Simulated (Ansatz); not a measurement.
A series of calculations on BH$_{2}$OCl$_{3}$

**1. Relaxation**

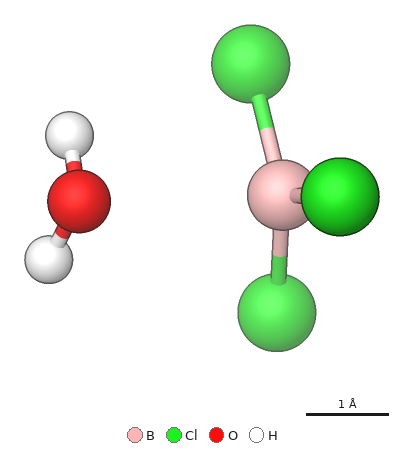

Starting structure of BH2OCl3. The picture is a ball-and-stick view, seen face on.

The run prepares an end point of a later path (reaction) calculation, from a guessed geometry.

Computed with RKS r2SCAN/6-31G* in Ansatz 0.2.0.

Input file:
```yaml
crystal:
  periodic: [false, false, false]
  atoms:
    - { symbol: B, position_ang: [0.05116, 0.335647, 0.008286] }
    - { symbol: Cl, position_ang: [-0.010407, 0.608332, 1.815067] }
    - { symbol: Cl, position_ang: [1.574738, 0.463699, -0.815864] }
    - { symbol: Cl, position_ang: [-1.466413, 0.254995, -0.86545] }
    - { symbol: O, position_ang: [0.173821, -2.207384, 0.546339] }
    - { symbol: H, position_ang: [-0.688874, -2.5397, 0.248219] }
    - { symbol: H, position_ang: [0.015475, -1.945189, 1.484104] }
basis:
  gaussian: { orbitals: "6-31G*" }
hamiltonian:
  xc: r2scan
relax:
  f_tol: 0.03
  max_steps: 50
```

Run as
```bash
ansatz run input.yaml --threads 2 --pin off --max-ram 3072MiB --backend cpu --events-out ev --progress --plain --runs-dir out
```

### What does the optimiser find from here?

Over 7 accepted moves (8 points after the start) the energy falls by 0.343 eV. The largest force component goes from 1.1 to 0.026 eV/Å. The line search rejected the trial step at point 1 of the run. The largest move after the best rigid fit is that of B1, 0.46 Å. Largest moves by element: B 0.46 Å, O 0.45 Å, H 0.40 Å, Cl 0.25 Å. Near-neighbour distances that change, for instance: B1–O5 2.602 → 1.703 Å, B1–Cl4 1.753 → 1.827 Å, B1–Cl3 1.737 → 1.793 Å, O5–H6 0.971 → 0.979 Å. New bonds form, among them: B1–O5 (2.60 → 1.70 Å). Bond angles that change, for instance: Cl3–B1–Cl4 121.8° → 115.5°, Cl2–B1–Cl3 119.2° → 115.5°, H6–O5–H7 103.9° → 107.4°.

The structure at the end:

```xyz
7

B     0.0573   -0.0983    0.1527
Cl   -0.0240    0.6025    1.8375
Cl    1.5530    0.2691   -0.7658
Cl   -1.4985    0.0212   -0.7985
O     0.1428   -1.7686    0.4751
H    -0.6513   -2.1777    0.0745
H     0.0701   -1.8778    1.4452
```

After the run, drawn alike:

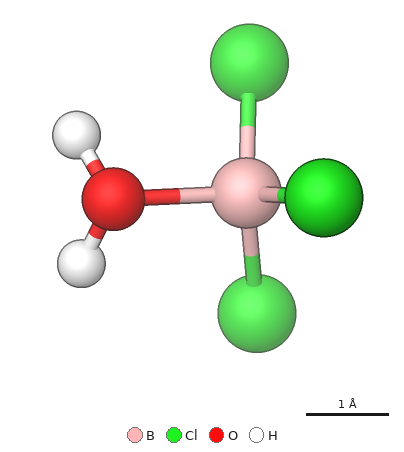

Limits of the set-up: the start holds two separate molecules, 2.6 Å apart at their closest, whose relative position is a soft coordinate and is computed without a dispersion correction.

**2. Relaxation**

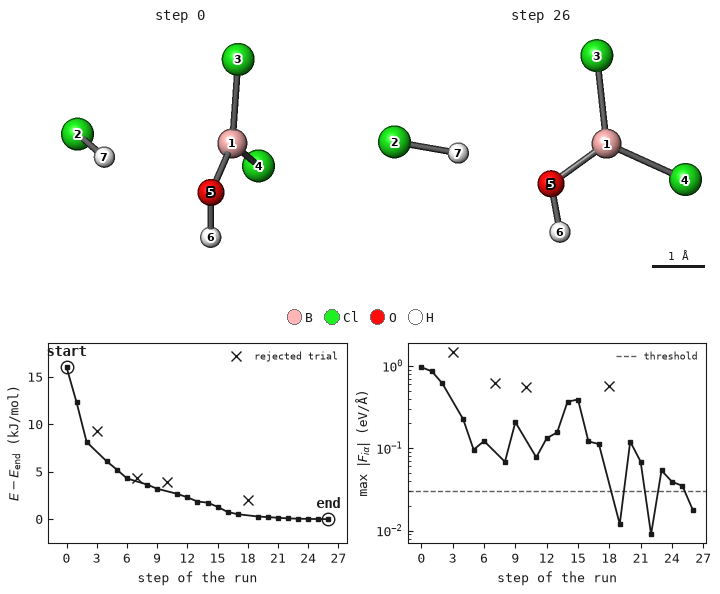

First and last geometry of a relaxation of BH2OCl3, with the history of the run. The picture is a ball-and-stick view, seen at a tilt.

The run prepares an end point of a later path (reaction) calculation, from a guessed geometry.

Level of theory: Ansatz, RKS r2SCAN/6-31G*. (no spin polarisation; force threshold 0.03 eV/Å; at most 50 steps)

> Did the run converge, and what did it change?

It converged. The energy falls by 16.0 kJ/mol in 22 accepted moves (26 points after the start). The largest force component goes from 0.96 to 0.018 eV/Å. The line search rejected the trial steps at points 3, 7, 10, 18 of the run. The forces were under the threshold at step 19, but the run went on from there. The atom that moves furthest after the best rigid fit is Cl4 (1.67 Å). By element the largest moves are Cl 1.67 Å, O 0.94 Å, H 0.61 Å, B 0.32 Å. Near-neighbour distances that change, for instance: Cl2–H7 1.333 → 1.297 Å, B1–O5 1.382 → 1.357 Å. Among the angles between lasting bonds that change: B1–O5–H6 110.6° → 113.4°. Cost: 27 s on 2 threads of AMD EPYC 9R45 96-Core Processor (Zen 5), on a shared host, peak memory 0.17 GiB.

```
step  E − E(0), kJ/mol  largest force component, eV/Å      note
   0              0.00                         0.9622          
   1             -3.72                         0.8575          
   2             -7.91                         0.6130          
   3             -6.77                         1.4788  rejected
   4             -9.95                         0.2247          
   5            -10.81                         0.0960          
   6            -11.75                         0.1222          
   7            -11.73                         0.6143  rejected
   8            -12.39                         0.0684          
   9            -12.84                         0.2069          
  10            -12.09                         0.5571  rejected
  11            -13.37                         0.0774          
  12            -13.74                         0.1319          
  13            -14.18                         0.1557          
  14            -14.30                         0.3678          
  15            -14.74                         0.3902          
  16            -15.29                         0.1211          
  17            -15.52                         0.1122          
  18            -14.05                         0.5718  rejected
  19            -15.76                         0.0120          
  20            -15.82                         0.1204          
  21            -15.90                         0.0687          
  22            -15.96                         0.0090          
  23            -16.00                         0.0537          
  24            -16.01                         0.0392          
  25            -16.03                         0.0349          
  26            -16.04                         0.0178
```

Limits of the set-up: the start holds two separate molecules, 2.2 Å apart at their closest, whose relative position is a soft coordinate and is computed without a dispersion correction.

**3. Path**

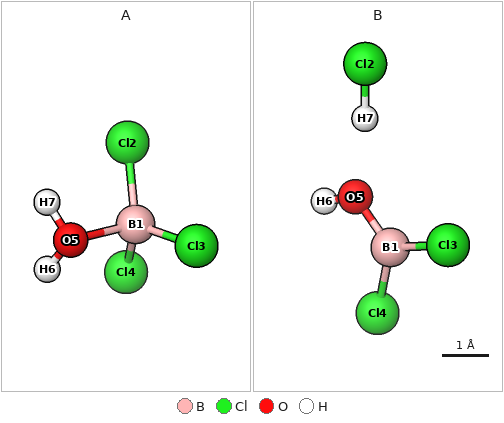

The two relaxed end points of a path for BH2OCl3. Style: ball-and-stick. Shown at a tilt.

Level of theory: RKS r2SCAN/6-31G* (Ansatz).

Settings: 9 movable images; climbing image; force threshold 0.05 eV/Å; iteration limit 60.

Start:
```xyz
7

B     0.0588   -0.0989    0.1516
Cl   -0.0224    0.6053    1.8350
Cl    1.5560    0.2635   -0.7664
Cl   -1.4960    0.0220   -0.8012
O     0.1405   -1.7688    0.4772
H    -0.6542   -2.1769    0.0768
H     0.0667   -1.8759    1.4476
```

End:
```xyz
7

B    -0.1679   -0.4442   -0.7627
Cl    0.9118   -0.8170    3.3382
Cl    1.1145    0.7415   -0.7382
Cl   -1.1050   -0.7508   -2.2241
O    -0.4203   -1.1245    0.3837
H    -1.1451   -1.7658    0.3005
H     0.4614   -0.8690    2.1233
```

Predict the minimum-energy path and its barrier.

Answer. Forward barrier 76.2 kJ/mol, backward barrier 103.4 kJ/mol, with image 2 at the top; the reaction energy is −27.2 kJ/mol. Breaking: B1–Cl2 (1.83 → 2.28 at the top → 4.26 Å), O5–H7 (0.98 → 1.25 at the top → 1.97 Å). Forming: Cl2–H7 (2.51 → 1.56 at the top → 1.30 Å). The band is converged.

Energies of the converged images:

```json
{"image": "0", "path (Å)": "0.00", "E (kJ/mol)": "0.0"}
{"image": "1", "path (Å)": "0.47", "E (kJ/mol)": "22.8"}
{"image": "2", "path (Å)": "0.94", "E (kJ/mol)": "76.2"}
{"image": "3", "path (Å)": "1.40", "E (kJ/mol)": "18.5"}
{"image": "4", "path (Å)": "1.86", "E (kJ/mol)": "-14.8"}
{"image": "5", "path (Å)": "2.32", "E (kJ/mol)": "-21.1"}
{"image": "6", "path (Å)": "2.78", "E (kJ/mol)": "-23.5"}
{"image": "7", "path (Å)": "3.24", "E (kJ/mol)": "-25.2"}
{"image": "8", "path (Å)": "3.70", "E (kJ/mol)": "-26.3"}
{"image": "9", "path (Å)": "4.16", "E (kJ/mol)": "-27.0"}
{"image": "10", "path (Å)": "4.62", "E (kJ/mol)": "-27.2"}
```

The geometry at the top of the path:

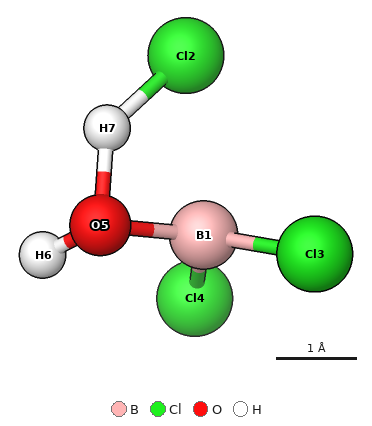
